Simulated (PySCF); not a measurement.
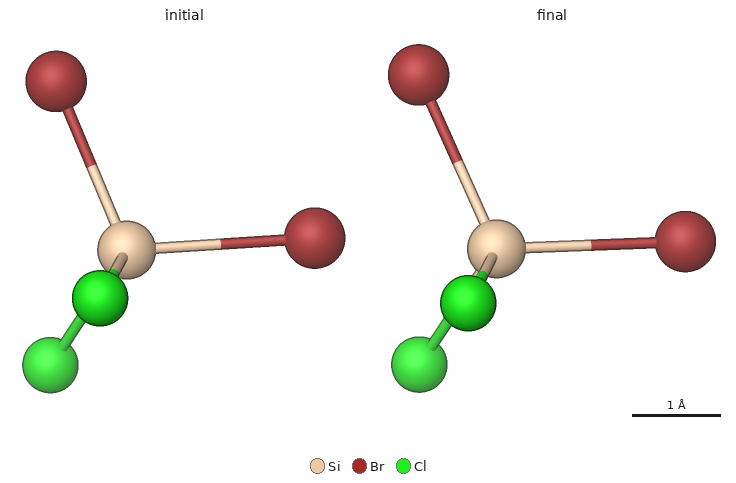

The structure of SiBr₂Cl₂ before (left) and after (right) a relaxation, at one scale.

A ball-and-stick model, seen at a tilt.

The start comes from GFN2-xTB. Its atoms were then displaced at random by about 0.03 Å.

Theory: PySCF 2.14.0, density-fitted response routines, PBE0-D3(BJ)/def2-SVP geometry optimisation, gas phase. 

**What changed between the two?**

The largest move after the best rigid fit is that of a Br atom, 0.11 Å. By element the largest moves are Br 0.11 Å, Si 0.06 Å, Cl 0.06 Å. Among the contacts that change: Br–Si 2.097 → 2.196 Å, Cl–Si 2.011 → 2.041 Å, Cl–Si 2.069 → 2.040 Å, Br–Si 2.178 → 2.196 Å. Among the angles between lasting bonds that change: Br–Si–Cl 105.7° → 109.4°, Br–Si–Cl 112.4° → 109.3°, Br–Si–Cl 112.0° → 109.6°. After 4 geometry steps the energy has fallen by 14.2 kJ/mol. The run took 31 s on 1 thread of Arm Neoverse V2 (shared host).
